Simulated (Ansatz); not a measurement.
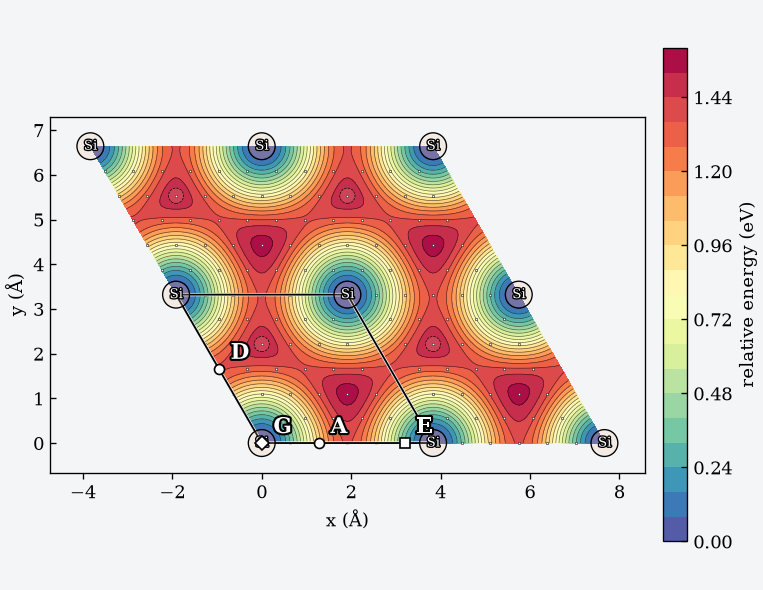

F on a Si(111) slab cut from the Fd-3m phase, its upper half relaxed before the scan (4 atoms of substrate and one adsorbate in a 1 × 1 cell). F is moved over the surface cell at a fixed height above a rigid substrate; the origin of the map has the adsorbate above Si4; the height is held at 2.20 Å. Places are given modulo a cell vector. The map is drawn in real space over the plane of the surface. Grid: 6 × 6 points; 10 points were computed and 26 follow by symmetry. All energies are given in eV relative to the lowest grid point. With one adsorbate in each 1 × 1 cell, its nearest image is 3.8 Å away, so neighbouring adsorbates interact. At a fixed height the lowest place need not be the adsorption site. Theory: DFT PBE+D3(BJ), scalar-relativistic, plane waves, PAW (Ansatz). Settings: cutoff 420 eV, k-mesh 9×9×1, gaussian smearing 0.05 eV, spin-polarised.

In the figure: filled contours, dots at the grid points, labelled circles for the atoms of the top layer and small ones for the second layer, the outline of one cell of the 2 × 2 shown, lettered points. Between grid points the surface is interpolated.

Question: Is E the lowest point of the computed grid?

Answer: No. E lies 0.33 eV above the lowest grid point, which is at the top site over a surface Si atom, (0/6, 0/6) of the cell vectors.

Question: Rank the lettered points by energy, lowest first.

Answer: G (0.00 eV), E (0.33 eV), A (1.00 eV), D (1.37 eV).

Question: What kind of point is each of A, D, G: minimum, saddle, maximum or slope?

Answer: A: on a slope; D: saddle point; G: minimum. (In these two coordinates alone; a stationary point may lie a little off the grid point.)

PAW datasets: the set soft_1.
